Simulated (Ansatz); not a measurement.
System: C$_{4}$H$_{3}$F$_{2}$NS (SMILES FC(F)c1cscn1).

Input

```
crystal:
  periodic: [false, false, false]
  atoms:
    - {symbol: C, position_ang: [-3.613714, 0.900873, 1.897704]}
    - {symbol: C, position_ang: [-2.327771, 1.251682, 1.203770]}
    - {symbol: C, position_ang: [-1.617135, 0.411091, 0.384731]}
    - {symbol: C, position_ang: [-0.663465, 2.615152, 0.760545]}
    - {symbol: F, position_ang: [-3.399250, 0.695693, 3.225173]}
    - {symbol: F, position_ang: [-4.123605, -0.249082, 1.380011]}
    - {symbol: N, position_ang: [-1.783122, 2.492867, 1.405799]}
    - {symbol: S, position_ang: [-0.187502, 1.209189, -0.158304]}
    - {symbol: H, position_ang: [-4.365699, 1.702883, 1.797615]}
    - {symbol: H, position_ang: [-1.866504, -0.604709, 0.086247]}
    - {symbol: H, position_ang: [-0.043402, 3.514646, 0.763124]}
basis:
  gaussian:
    orbitals: def2-SVPD
total_charge: 0
hamiltonian:
  xc: pbe0
output: {forces: true, orbitals: {seedname: orbitals}}
```

Run with:

```sh
ansatz run input.yaml --threads 4 --pin off --max-ram 7830MiB --events-out events.jsonl --progress --plain --runs-dir runs
```

Geometry: B3LYP/def2-SVP.

These are results of isolated molecule in a Gaussian basis; Kohn-Sham density functional theory, functional PBE0 in Ansatz, not measurements.

Q: Predict the electron density and electron localisation function between the atoms.

A: C–N (1.30 Å): the density is about 2.6 e/Å³ at the midpoint; the ELF peaks at about 0.90 between the atoms; localised, covalent bonding.
C–F (1.36 Å): ρ is about 2.2 e/Å³ halfway, with its minimum of 1.7 e/Å³ about 0.5 Å from C; the ELF peaks at about 0.85 between the atoms: a shared but strongly polarised pair.
C–C (1.37 Å): ρ at the midpoint is about 2.1 e/Å³; the ELF peaks at about 0.95 between the atoms (a covalent bond).
C–S (1.73 Å): ρ at the midpoint is about 1.4 e/Å³; the ELF peaks at about 0.90 between the atoms; a covalent bond.

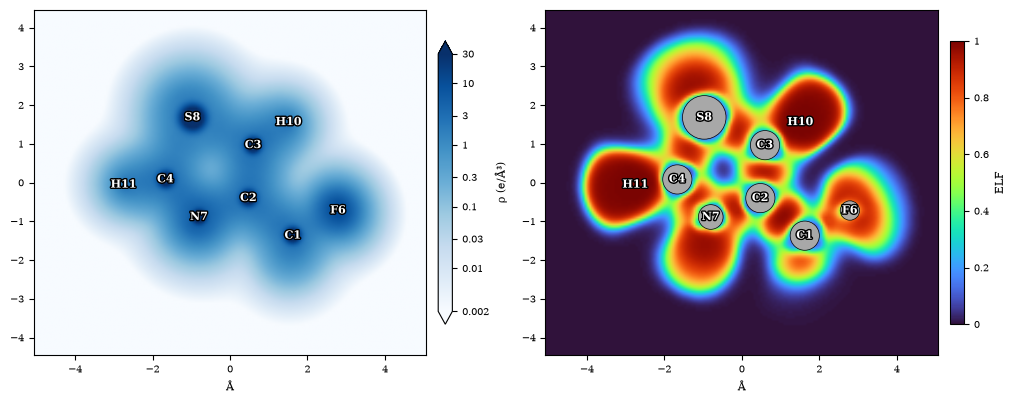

Computed electron density and electron localisation function on the plane of atoms S8, C4 and H11, in this order. Grey discs cover the atomic cores in the ELF map. 
